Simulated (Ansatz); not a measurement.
# H4OSi: the cost of one run

All numbers below are computed with Ansatz 0.2.0 (RKS PBE-D4/STO-3G).

**1. The starting structure**

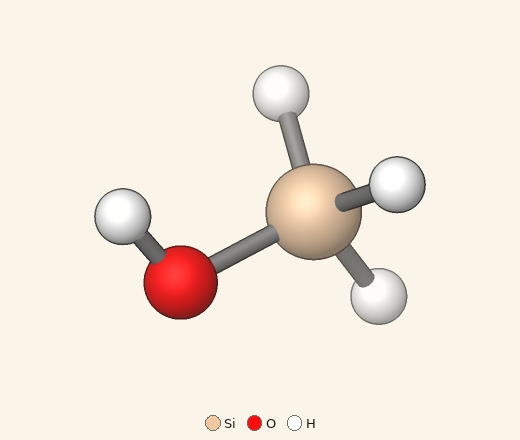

The starting structure, seen from a chosen angle (silicon light orange, oxygen red, hydrogen white).

Structure file:

```xyz
6

Si    0.0000    0.0000    0.0000
O     0.0000    0.0000    1.6800
H    -0.9095   -0.2814    2.0171
H     1.3768    0.0000   -0.4862
H    -0.6877    1.1914   -0.4862
H    -0.6877   -1.1914   -0.4862
```

**2. Relaxing the start**

input.yaml

```yaml
crystal:
  periodic: [false, false, false]
  atoms:
    - { symbol: Si, position_ang: [0.0, 0.0, 0.0] }
    - { symbol: O, position_ang: [0.0, 0.0, 1.68] }
    - { symbol: H, position_ang: [-0.9095, -0.2814, 2.0171] }
    - { symbol: H, position_ang: [1.3768, 0.0, -0.4862] }
    - { symbol: H, position_ang: [-0.6877, 1.1914, -0.4862] }
    - { symbol: H, position_ang: [-0.6877, -1.1914, -0.4862] }
basis:
  gaussian: { orbitals: STO-3G }
hamiltonian:
  xc: pbe
  dispersion: d4
relax:
  f_tol: 0.02
  max_steps: 40
```

Started as:

```
ansatz run input.yaml --threads 1 --pin off --max-ram 2048MiB --backend cpu --events-out ev --progress --plain --runs-dir out
```

What time and memory should one allow on 1 thread of Arm Neoverse V1, shared host?

About 3.9 s, with a peak of 0.093 GiB.
